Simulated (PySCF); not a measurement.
# C₄H₁₄N₂OSi₂: what the fields show

Input file:

```
{"job": {"kind": "nmr", "xc": "PBE0", "basis": "pcSseg-1"}, "charge": 0, "multiplicity": 1}
C     -3.785971     0.323813     0.433515
N     -2.455571     0.869604     0.322642
Si    -1.186104    -0.020439    -0.425113
C     -0.653737    -1.510502     0.614813
C      0.858418    -1.665449     0.455847
Si     1.600797     0.065911     0.422820
O      2.940694    -0.023747    -0.491489
C      3.857804     0.996431    -0.729059
N      0.270459     0.903615    -0.289067
H     -4.353162     0.865070     1.192136
H     -4.342282     0.365584    -0.510017
H     -3.706420    -0.717902     0.733903
H     -2.479402     1.861665     0.140110
H     -1.430087    -0.381884    -1.837844
H     -0.879511    -1.311975     1.664221
H     -1.165104    -2.438340     0.353699
H      1.073832    -2.169248    -0.486661
H      1.264953    -2.294293     1.246877
H      1.917914     0.657602     1.730390
H      4.213749     1.425695     0.210538
H      4.702959     0.574953    -1.274217
H      3.406910     1.793714    -1.324946
H      0.324110     1.857108    -0.597144
```

Run with:

```sh
OMP_NUM_THREADS=1 python probes_run.py task.json out
```

Geometry: GFN2-xTB.

Method: PBE0/pcSseg-1, SCF density, gas phase, non-relativistic (PySCF 2.14.0).

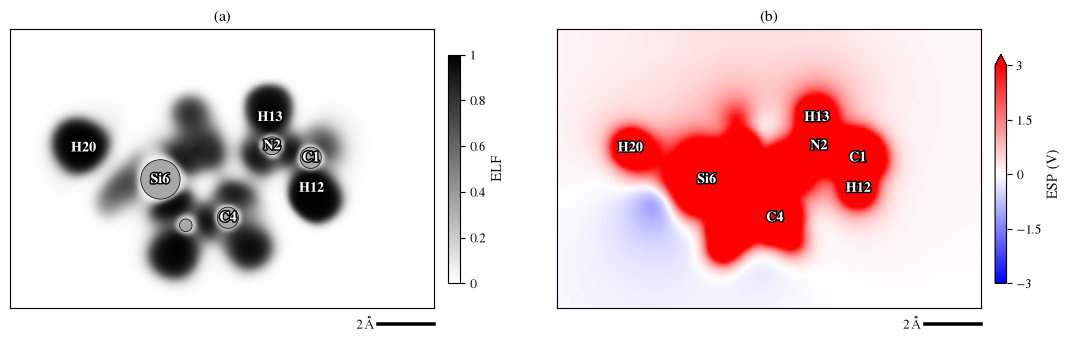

Figure 1. (a) electron localisation function; (b) electrostatic potential on the plane of atoms C1, N2 and H13. Grey discs cover the atomic cores in the ELF map.

**What do the fields say about this system?**

The plane passes through C, N, Si and H nuclei.
C–N (1.44 Å): the ELF peaks at about 0.95 between the atoms (a covalent bond).
N–H (1.01 Å): the ELF climbs to about 1 towards the hydrogen, as it does in any bond to H (an ordinary covalent bond to hydrogen).
Outside the dense part of the molecule the potential is most negative (−1.0 V) near O7, which lies off the plane.

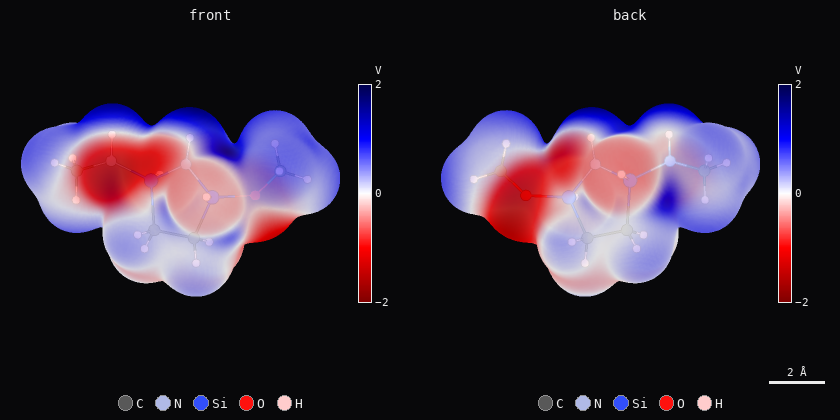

Figure 2. The molecular electrostatic potential painted on the density surface at 0.002 e/bohr³, seen from the front and from behind; the colour scale runs from red (negative) to blue (positive).

**Where is the surface potential most negative and most positive?**

The most negative region (about −1.5 V, or −35 kcal/mol for a unit charge) lies over N2 and O7, the most positive (about +1.6 V, or +37 kcal/mol for a unit charge) over H23.

**What dipole moment does the calculation give?**

Its dipole moment is 1.93 D.
